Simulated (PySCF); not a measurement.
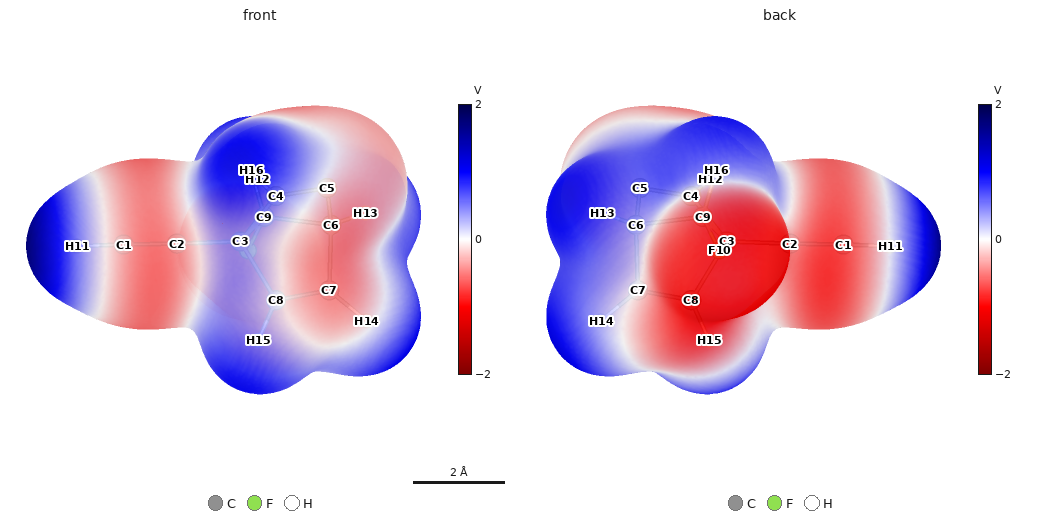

Figure. C9H6F (doublet). The molecular electrostatic potential painted on the density surface at 0.002 e/bohr³, seen from the front and from behind; the colour scale runs from red (negative) to blue (positive).

Geometry: GFN2-xTB.

The calculation used UKS B3LYP, pcH-1 on C F H, non-relativistic, mean-field spin-orbit, GIAO (PySCF).

```json
{"atom": "C", "x (Å)": "2.6612", "y (Å)": "-1.5012", "z (Å)": "-0.5977"}
{"atom": "C", "x (Å)": "1.6666", "y (Å)": "-0.8859", "z (Å)": "-0.3315"}
{"atom": "C", "x (Å)": "0.4927", "y (Å)": "-0.1552", "z (Å)": "0.0211"}
{"atom": "C", "x (Å)": "0.2894", "y (Å)": "0.0790", "z (Å)": "1.5626"}
{"atom": "C", "x (Å)": "-0.9725", "y (Å)": "0.3865", "z (Å)": "1.6839"}
{"atom": "C", "x (Å)": "-1.6650", "y (Å)": "0.4107", "z (Å)": "0.3513"}
{"atom": "C", "x (Å)": "-1.0066", "y (Å)": "1.5330", "z (Å)": "-0.4349"}
{"atom": "C", "x (Å)": "0.2620", "y (Å)": "1.2034", "z (Å)": "-0.6304"}
{"atom": "C", "x (Å)": "-0.8976", "y (Å)": "-0.7951", "z (Å)": "-0.2440"}
{"atom": "F", "x (Å)": "-1.1662", "y (Å)": "-1.0193", "z (Å)": "-1.5648"}
{"atom": "H", "x (Å)": "3.5253", "y (Å)": "-2.0373", "z (Å)": "-0.8557"}
{"atom": "H", "x (Å)": "1.0898", "y (Å)": "-0.0094", "z (Å)": "2.2656"}
{"atom": "H", "x (Å)": "-2.7484", "y (Å)": "0.3714", "z (Å)": "0.3378"}
{"atom": "H", "x (Å)": "-1.5221", "y (Å)": "2.4264", "z (Å)": "-0.7269"}
{"atom": "H", "x (Å)": "1.0432", "y (Å)": "1.7440", "z (Å)": "-1.1271"}
{"atom": "H", "x (Å)": "-1.0594", "y (Å)": "-1.7420", "z (Å)": "0.2791"}
```

Where is the surface potential most negative and most positive?

Answer. The most negative region (about −1.1 V) lies over F10, the most positive (about +1.6 V) over H11.
